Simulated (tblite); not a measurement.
# Geometry relaxation, with input and output: C6H8N (part 1 of 2)

The run: geometry relaxation of C6H8N, multiplicity 2. Method and program: GFN2-xTB geometry optimisation, gas phase (tblite 0.8.0).

It belongs to a series of runs on one base structure; here: X = H replaced by N-pyrrolyl.

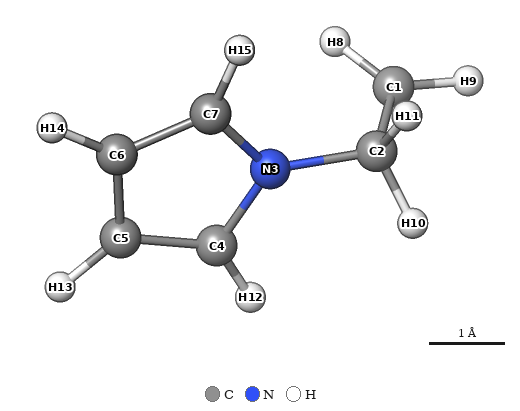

Fig. 1: The input geometry (ball-and-stick view, seen at a tilt; atoms are numbered from 1 in the order of the input). Bond lengths as drawn: C–C 1.37 to 1.48 Å, C–H 1.07 to 1.10 Å and C–N 1.36 to 1.47 Å.

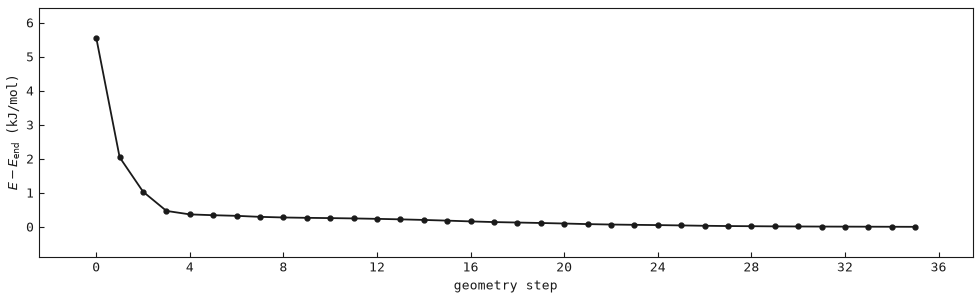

Fig. 2: Progress of the relaxation, step by step (steps are counted from 0).

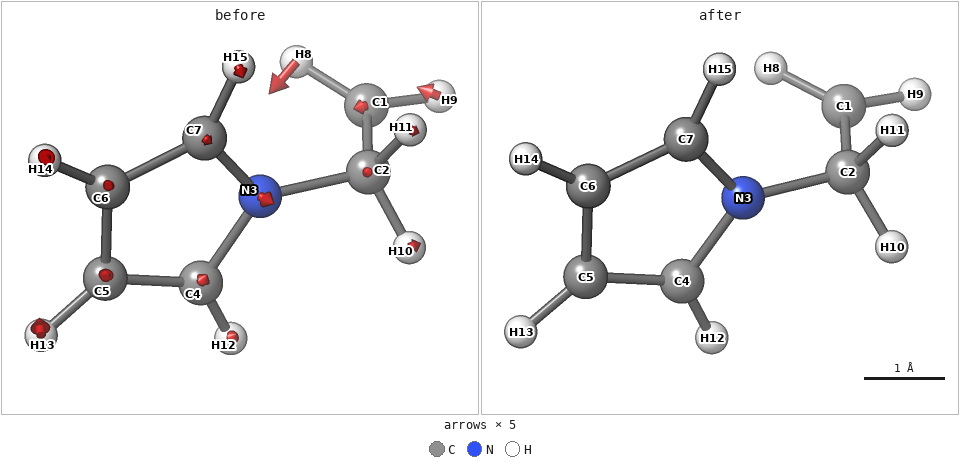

Fig. 3: Before (left) and after (right) the relaxation, at one scale (ball-and-stick view, seen at a tilt). The red arrows give the displacements, magnified 5 times. The energy falls by 5.56 kJ/mol in 35 geometry steps. The largest force component goes from 1.2 to 0.008 eV/Å. The atom that moves furthest after the best rigid fit is H8 (0.11 Å). By element the largest moves are H 0.11 Å, N 0.05 Å, C 0.04 Å. Among the contacts that change: C2–N3 1.470 → 1.438 Å, N3–C4 1.378 → 1.359 Å, C1–H9 1.086 → 1.071 Å, C4–C5 1.382 → 1.368 Å. Among the angles that change: N3–C4–C5 106.5° → 108.6°. (Atoms are counted from 1 in the order of the input.)

These pictures come from the run below.

## Input
```
{"job": {"kind": "relax", "xc": "GFN2-xTB", "basis": "xTB"}, "charge": 0, "multiplicity": 2}
C     -2.297000    -0.105700    -0.520600
C     -1.382700     0.501900     0.469200
N      0.022800     0.151400     0.217100
C      0.861500     0.868600    -0.608900
C      2.088600     0.233600    -0.570700
C      1.973100    -0.884800     0.278100
C      0.686500    -0.906600     0.754300
H     -1.987000    -0.930900    -1.135500
H     -3.324600     0.240500    -0.578800
H     -1.459900     1.588400     0.471400
H     -1.624500     0.143800     1.484900
H      0.522800     1.740000    -1.127900
H      2.964800     0.552800    -1.112500
H      2.760300    -1.596400     0.522200
H      0.191200    -1.588600     1.435900
```

The first line tells a small driver script what to run in tblite; the rest is the geometry in Å.

Launch command:
```bash
OMP_NUM_THREADS=1 python <driver script> task.json out
```

## What the program printed
```
step      E/eV     max force
  0    -537.46119    1.461
  1    -537.49760    0.565
  2    -537.50807    0.311
  3    -537.51393    0.137
  4    -537.51499    0.064
  5    -537.51524    0.039
  6    -537.51543    0.045
  7    -537.51574    0.064
  8    -537.51593    0.043
  9    -537.51604    0.024
 10    -537.51612    0.025
 11    -537.51622    0.038
 12    -537.51635    0.045
 13    -537.51650    0.038
 14    -537.51668    0.033
 15    -537.51689    0.045
 16    -537.51713    0.054
 17    -537.51733    0.042
 18    -537.51747    0.031
 19    -537.51761    0.034
 20    -537.51777    0.047
 21    -537.51795    0.041
 22    -537.51808    0.026
 23    -537.51817    0.024
 24    -537.51825    0.025
 25    -537.51835    0.039
 26    -537.51846    0.038
 27    -537.51854    0.024
 28    -537.51859    0.018
 29    -537.51864    0.021
 30    -537.51867    0.018
 31    -537.51870    0.014
 32    -537.51872    0.011
 33    -537.51874    0.016
 34    -537.51876    0.016
 35    -537.51878    0.008
```

## Trajectory as extended XYZ (Å, eV, eV/Å), 32 of the 36 frames kept, from step=0 to step=35
```
15
Properties=species:S:1:pos:R:3:forces:R:3 step=0 energy=-537.46119
C    -2.2970   -0.1057   -0.5206   -0.3840   0.1660  -0.0280
C    -1.3827    0.5019    0.4692    0.8620  -0.6850  -0.2620
N     0.0228    0.1514    0.2171   -0.5780   0.6680  -0.2010
C     0.8615    0.8686   -0.6089    0.1940  -1.1900   0.8250
C     2.0886    0.2336   -0.5707   -0.3340   0.3660  -0.2430
C     1.9731   -0.8848    0.2781    0.2550  -0.2250   0.1250
C     0.6865   -0.9066    0.7543   -0.0290   0.1230  -0.1060
H    -1.9870   -0.9309   -1.1355    0.0120   0.1270   0.1090
H    -3.3246    0.2405   -0.5788    0.4310  -0.1440   0.0100
H    -1.4599    1.5884    0.4714   -0.1230   0.2130   0.0290
H    -1.6245    0.1438    1.4849   -0.0210   0.0930   0.0130
H     0.5228    1.7400   -1.1279    0.0140   0.0060  -0.0060
H     2.9648    0.5528   -1.1125   -0.1160  -0.1210   0.1280
H     2.7603   -1.5964    0.5222   -0.3790   0.3640  -0.1320
H     0.1912   -1.5886    1.4359    0.1970   0.2380  -0.2620
15
Properties=species:S:1:pos:R:3:forces:R:3 step=1 energy=-537.49760
C    -2.3025   -0.1033   -0.5210    0.1300  -0.0300   0.0060
C    -1.3704    0.4921    0.4654    0.1280  -0.0270  -0.1490
N     0.0145    0.1609    0.2143    0.0580  -0.2850   0.2110
C     0.8643    0.8516   -0.5971   -0.3760   0.2760  -0.0610
C     2.0838    0.2389   -0.5742    0.1860  -0.2920   0.0740
C     1.9767   -0.8880    0.2799   -0.3030   0.2530  -0.0390
C     0.6860   -0.9048    0.7528    0.0430   0.2660  -0.2300
H    -1.9868   -0.9290   -1.1340   -0.0260   0.1330   0.0850
H    -3.3184    0.2384   -0.5787    0.0820  -0.0090   0.0180
H    -1.4617    1.5914    0.4718   -0.0840  -0.1170   0.0210
H    -1.6248    0.1451    1.4851    0.0390   0.0660  -0.0540
H     0.5230    1.7401   -1.1280    0.2050  -0.4540   0.2670
H     2.9631    0.5511   -1.1107   -0.1070  -0.0510   0.0710
H     2.7549   -1.5912    0.5203   -0.1020   0.1100  -0.0410
H     0.1940   -1.5852    1.4322    0.1270   0.1630  -0.1800
15
Properties=species:S:1:pos:R:3:forces:R:3 step=2 energy=-537.50807
C    -2.3018   -0.1033   -0.5210    0.1610  -0.0080   0.0310
C    -1.3665    0.4900    0.4628   -0.0540   0.0480  -0.0270
N     0.0138    0.1590    0.2165    0.0960  -0.1010   0.0450
C     0.8599    0.8521   -0.5957   -0.0010  -0.0190   0.0170
C     2.0853    0.2360   -0.5738   -0.1570  -0.0650   0.0450
C     1.9735   -0.8853    0.2797   -0.0300   0.1300  -0.0600
C     0.6865   -0.9010    0.7496   -0.1020   0.0530  -0.0160
H    -1.9872   -0.9270   -1.1326   -0.0040   0.0600   0.0270
H    -3.3162    0.2379   -0.5784    0.0350   0.0130   0.0240
H    -1.4631    1.5904    0.4721   -0.0530  -0.1480   0.0060
H    -1.6244    0.1462    1.4844    0.0440   0.0590  -0.0760
H     0.5257    1.7343   -1.1245    0.1050  -0.2500   0.1520
H     2.9614    0.5501   -1.1095   -0.0410  -0.0340   0.0330
H     2.7526   -1.5889    0.5194   -0.1220   0.1100  -0.0330
H     0.1961   -1.5825    1.4292    0.1210   0.1490  -0.1670
15
Properties=species:S:1:pos:R:3:forces:R:3 step=3 energy=-537.51393
C    -2.2985   -0.1032   -0.5204    0.0470   0.0360   0.0180
C    -1.3646    0.4891    0.4606   -0.0680   0.0410   0.0600
N     0.0147    0.1568    0.2182   -0.0480   0.0880  -0.0490
C     0.8581    0.8501   -0.5935    0.0620  -0.1100   0.0530
C     2.0821    0.2338   -0.5731   -0.0150   0.0720  -0.0780
C     1.9717   -0.8815    0.2785   -0.0310  -0.0200   0.0290
C     0.6845   -0.8979    0.7476    0.0630  -0.0570   0.0150
H    -1.9874   -0.9245   -1.1312    0.0360  -0.0300  -0.0380
H    -3.3138    0.2378   -0.5778    0.0550   0.0130   0.0300
H    -1.4651    1.5871    0.4725   -0.0300  -0.0790  -0.0090
H    -1.6232    0.1481    1.4824    0.0350   0.0350  -0.0470
H     0.5293    1.7260   -1.1196    0.0070  -0.0310   0.0250
H     2.9596    0.5487   -1.1080   -0.0680  -0.0360   0.0390
H     2.7482   -1.5848    0.5181   -0.0680   0.0600  -0.0150
H     0.2001   -1.5776    1.4237    0.0220   0.0170  -0.0320
15
Properties=species:S:1:pos:R:3:forces:R:3 step=5 energy=-537.51524
C    -2.2965   -0.1025   -0.5202    0.0240  -0.0100  -0.0210
C    -1.3655    0.4897    0.4615   -0.0080  -0.0020   0.0080
N     0.0135    0.1577    0.2181    0.0010   0.0080   0.0020
C     0.8587    0.8477   -0.5921   -0.0140   0.0020  -0.0050
C     2.0811    0.2341   -0.5745    0.0010  -0.0110  -0.0090
C     1.9705   -0.8806    0.2784   -0.0110   0.0030  -0.0060
C     0.6851   -0.8978    0.7470   -0.0110  -0.0010   0.0060
H    -1.9862   -0.9246   -1.1319    0.0320  -0.0060  -0.0180
H    -3.3112    0.2382   -0.5766    0.0280   0.0160   0.0220
H    -1.4668    1.5845    0.4723   -0.0330   0.0120  -0.0070
H    -1.6219    0.1496    1.4811    0.0110   0.0060   0.0230
H     0.5305    1.7229   -1.1175   -0.0080   0.0130  -0.0030
H     2.9575    0.5475   -1.1068   -0.0020  -0.0050  -0.0090
H     2.7453   -1.5822    0.5174   -0.0050   0.0020   0.0040
H     0.2016   -1.5763    1.4217   -0.0070  -0.0270   0.0130
15
Properties=species:S:1:pos:R:3:forces:R:3 step=6 energy=-537.51543
C    -2.2956   -0.1026   -0.5207    0.0190  -0.0120  -0.0170
C    -1.3661    0.4898    0.4620    0.0180  -0.0100  -0.0130
N     0.0133    0.1581    0.2182    0.0020  -0.0070   0.0170
C     0.8588    0.8473   -0.5921   -0.0350   0.0250  -0.0130
C     2.0808    0.2339   -0.5749    0.0090  -0.0160  -0.0050
C     1.9703   -0.8804    0.2782   -0.0280  -0.0020   0.0020
C     0.6848   -0.8979    0.7471   -0.0090   0.0080   0.0000
H    -1.9851   -0.9249   -1.1325    0.0290   0.0030  -0.0110
H    -3.3101    0.2387   -0.5758    0.0220   0.0110   0.0150
H    -1.4679    1.5844    0.4720   -0.0320   0.0200  -0.0050
H    -1.6214    0.1500    1.4814    0.0040   0.0010   0.0320
H     0.5304    1.7229   -1.1173   -0.0050   0.0080  -0.0010
H     2.9571    0.5471   -1.1069    0.0040  -0.0030  -0.0140
H     2.7448   -1.5817    0.5174    0.0060  -0.0070   0.0060
H     0.2015   -1.5769    1.4219   -0.0040  -0.0200   0.0080
15
Properties=species:S:1:pos:R:3:forces:R:3 step=7 energy=-537.51574
C    -2.2935   -0.1029   -0.5220    0.0130  -0.0130  -0.0020
C    -1.3666    0.4900    0.4627    0.0370  -0.0130  -0.0260
N     0.0128    0.1586    0.2187    0.0160  -0.0110   0.0240
C     0.8584    0.8471   -0.5924   -0.0530   0.0340  -0.0100
C     2.0801    0.2334   -0.5758    0.0130  -0.0160   0.0010
C     1.9694   -0.8802    0.2778   -0.0410  -0.0070   0.0090
C     0.6840   -0.8979    0.7475   -0.0030   0.0110  -0.0030
H    -1.9825   -0.9253   -1.1340    0.0200   0.0170  -0.0010
H    -3.3075    0.2398   -0.5740    0.0090   0.0000  -0.0020
H    -1.4707    1.5845    0.4715   -0.0240   0.0170  -0.0020
H    -1.6203    0.1508    1.4827   -0.0060  -0.0020   0.0270
H     0.5301    1.7230   -1.1170   -0.0050   0.0070  -0.0020
H     2.9566    0.5465   -1.1073    0.0060  -0.0020  -0.0180
H     2.7437   -1.5809    0.5176    0.0170  -0.0180   0.0080
H     0.2015   -1.5784    1.4221    0.0000  -0.0030  -0.0030
15
Properties=species:S:1:pos:R:3:forces:R:3 step=8 energy=-537.51593
C    -2.2917   -0.1034   -0.5229    0.0070  -0.0090   0.0120
C    -1.3666    0.4900    0.4630    0.0330  -0.0080  -0.0160
N     0.0127    0.1590    0.2193    0.0090  -0.0050   0.0250
C     0.8576    0.8471   -0.5926   -0.0320   0.0270  -0.0080
C     2.0795    0.2330   -0.5765    0.0040  -0.0080   0.0030
C     1.9684   -0.8802    0.2776   -0.0230  -0.0130   0.0070
C     0.6832   -0.8979    0.7479    0.0020   0.0090  -0.0010
H    -1.9801   -0.9254   -1.1352    0.0150   0.0220   0.0010
H    -3.3053    0.2407   -0.5727    0.0020  -0.0100  -0.0140
H    -1.4731    1.5847    0.4710   -0.0130   0.0040   0.0000
H    -1.6195    0.1514    1.4840   -0.0090  -0.0010   0.0090
H     0.5297    1.7234   -1.1169   -0.0070   0.0060  -0.0010
H     2.9563    0.5459   -1.1080   -0.0020  -0.0050  -0.0140
H     2.7431   -1.5806    0.5178    0.0130  -0.0180   0.0050
H     0.2015   -1.5795    1.4223    0.0000   0.0080  -0.0080
15
Properties=species:S:1:pos:R:3:forces:R:3 step=9 energy=-537.51604
C    -2.2906   -0.1038   -0.5232    0.0020  -0.0050   0.0190
C    -1.3661    0.4899    0.4630    0.0120   0.0000   0.0020
N     0.0128    0.1593    0.2200    0.0100   0.0070   0.0140
C     0.8569    0.8473   -0.5929   -0.0060   0.0070   0.0010
C     2.0790    0.2327   -0.5768   -0.0060  -0.0020   0.0030
C     1.9676   -0.8805    0.2776   -0.0030  -0.0100  -0.0010
C     0.6828   -0.8979    0.7482    0.0060   0.0050   0.0020
H    -1.9785   -0.9252   -1.1359    0.0140   0.0200  -0.0010
H    -3.3040    0.2410   -0.5723    0.0010  -0.0150  -0.0190
H    -1.4747    1.5848    0.4708   -0.0030  -0.0060   0.0000
H    -1.6192    0.1517    1.4848   -0.0080   0.0020  -0.0060
H     0.5292    1.7238   -1.1169   -0.0100   0.0060  -0.0010
H     2.9561    0.5455   -1.1086   -0.0100  -0.0090  -0.0100
H     2.7429   -1.5807    0.5180    0.0040  -0.0130   0.0020
H     0.2014   -1.5801    1.4222   -0.0030   0.0100  -0.0070
15
Properties=species:S:1:pos:R:3:forces:R:3 step=10 energy=-537.51612
C    -2.2899   -0.1041   -0.5230    0.0000  -0.0030   0.0180
C    -1.3656    0.4898    0.4631   -0.0060   0.0060   0.0150
N     0.0131    0.1596    0.2207    0.0020   0.0150   0.0070
C     0.8564    0.8476   -0.5929    0.0150  -0.0040   0.0050
C     2.0786    0.2325   -0.5770   -0.0090   0.0030  -0.0010
C     1.9672   -0.8809    0.2775    0.0150  -0.0070  -0.0070
C     0.6826   -0.8977    0.7484    0.0060   0.0000   0.0050
H    -1.9772   -0.9246   -1.1363    0.0140   0.0160  -0.0040
H    -3.3032    0.2409   -0.5724    0.0010  -0.0160  -0.0190
H    -1.4757    1.5848    0.4706    0.0030  -0.0090   0.0010
H    -1.6192    0.1520    1.4851   -0.0060   0.0030  -0.0110
H     0.5288    1.7242   -1.1169   -0.0090   0.0030   0.0010
H     2.9557    0.5450   -1.1092   -0.0160  -0.0110  -0.0060
H     2.7428   -1.5810    0.5182   -0.0050  -0.0060  -0.0020
H     0.2013   -1.5802    1.4221   -0.0050   0.0100  -0.0040
15
Properties=species:S:1:pos:R:3:forces:R:3 step=11 energy=-537.51622
C    -2.2890   -0.1046   -0.5223   -0.0040  -0.0030   0.0130
C    -1.3650    0.4899    0.4635   -0.0250   0.0100   0.0250
N     0.0135    0.1604    0.2218   -0.0010   0.0190  -0.0020
C     0.8559    0.8480   -0.5930    0.0320  -0.0170   0.0130
C     2.0780    0.2322   -0.5772   -0.0120   0.0050  -0.0040
C     1.9668   -0.8815    0.2773    0.0240   0.0020  -0.0110
C     0.6826   -0.8975    0.7487    0.0070   0.0000   0.0060
H    -1.9753   -0.9234   -1.1370    0.0160   0.0080  -0.0090
H    -3.3022    0.2403   -0.5729    0.0000  -0.0150  -0.0170
H    -1.4770    1.5847    0.4704    0.0100  -0.0070   0.0020
H    -1.6194    0.1524    1.4855   -0.0040   0.0030  -0.0100
H     0.5280    1.7247   -1.1169   -0.0060  -0.0020   0.0050
H     2.9549    0.5442   -1.1101   -0.0160  -0.0110  -0.0050
H     2.7428   -1.5816    0.5184   -0.0120   0.0000  -0.0060
H     0.2011   -1.5801    1.4218   -0.0080   0.0070   0.0020
15
Properties=species:S:1:pos:R:3:forces:R:3 step=12 energy=-537.51635
C    -2.2878   -0.1054   -0.5212   -0.0070  -0.0060   0.0030
C    -1.3646    0.4900    0.4643   -0.0350   0.0110   0.0260
N     0.0140    0.1615    0.2234   -0.0100   0.0170  -0.0080
C     0.8555    0.8485   -0.5928    0.0350  -0.0180   0.0160
C     2.0771    0.2317   -0.5775   -0.0040   0.0050  -0.0100
C     1.9664   -0.8822    0.2768    0.0290   0.0080  -0.0110
C     0.6827   -0.8970    0.7492    0.0010  -0.0020   0.0090
H    -1.9723   -0.9216   -1.1380    0.0190   0.0000  -0.0130
H    -3.3008    0.2394   -0.5740   -0.0040  -0.0120  -0.0140
H    -1.4786    1.5844    0.4702    0.0160   0.0020   0.0050
H    -1.6197    0.1529    1.4858   -0.0020   0.0020   0.0000
H     0.5269    1.7253   -1.1167    0.0000  -0.0100   0.0100
H     2.9536    0.5429   -1.1115   -0.0110  -0.0090  -0.0070
H     2.7425   -1.5824    0.5185   -0.0190   0.0070  -0.0130
H     0.2006   -1.5799    1.4215   -0.0080   0.0060   0.0070
15
Properties=species:S:1:pos:R:3:forces:R:3 step=14 energy=-537.51668
C    -2.2850   -0.1082   -0.5184   -0.0070  -0.0110  -0.0180
C    -1.3648    0.4909    0.4672   -0.0180   0.0020   0.0020
N     0.0150    0.1649    0.2276   -0.0150  -0.0090  -0.0040
C     0.8554    0.8496   -0.5916   -0.0020   0.0010   0.0140
C     2.0752    0.2304   -0.5789    0.0170  -0.0020  -0.0140
C     1.9660   -0.8835    0.2753   -0.0050   0.0130   0.0060
C     0.6832   -0.8956    0.7508   -0.0120   0.0030   0.0080
H    -1.9630   -0.9169   -1.1414    0.0210  -0.0080  -0.0140
H    -3.2975    0.2361   -0.5778   -0.0120  -0.0080  -0.0080
H    -1.4819    1.5843    0.4701    0.0190   0.0240   0.0120
H    -1.6208    0.1544    1.4875   -0.0030  -0.0020   0.0290
H     0.5243    1.7259   -1.1155    0.0170  -0.0170   0.0150
H     2.9499    0.5391   -1.1159    0.0150   0.0020  -0.0200
H     2.7408   -1.5844    0.5181   -0.0130   0.0070  -0.0220
H     0.1989   -1.5790    1.4210   -0.0010   0.0050   0.0150
15
Properties=species:S:1:pos:R:3:forces:R:3 step=15 energy=-537.51689
C    -2.2834   -0.1103   -0.5170   -0.0030  -0.0090  -0.0230
C    -1.3655    0.4916    0.4694    0.0030  -0.0050  -0.0150
N     0.0152    0.1670    0.2303   -0.0120  -0.0250   0.0030
C     0.8555    0.8501   -0.5903   -0.0230   0.0080   0.0090
C     2.0744    0.2296   -0.5803    0.0140  -0.0070  -0.0040
C     1.9656   -0.8839    0.2744   -0.0390   0.0170   0.0150
C     0.6832   -0.8946    0.7521   -0.0070   0.0100  -0.0010
H    -1.9563   -0.9140   -1.1441    0.0170  -0.0050  -0.0090
H    -3.2957    0.2336   -0.5805   -0.0140  -0.0090  -0.0060
H    -1.4835    1.5848    0.4704    0.0160   0.0250   0.0150
H    -1.6216    0.1553    1.4893   -0.0040  -0.0010   0.0350
H     0.5230    1.7257   -1.1143    0.0220  -0.0100   0.0110
H     2.9477    0.5366   -1.1194    0.0270   0.0080  -0.0260
H     2.7393   -1.5855    0.5171   -0.0010  -0.0020  -0.0230
H     0.1978   -1.5781    1.4211    0.0040   0.0040   0.0200
```
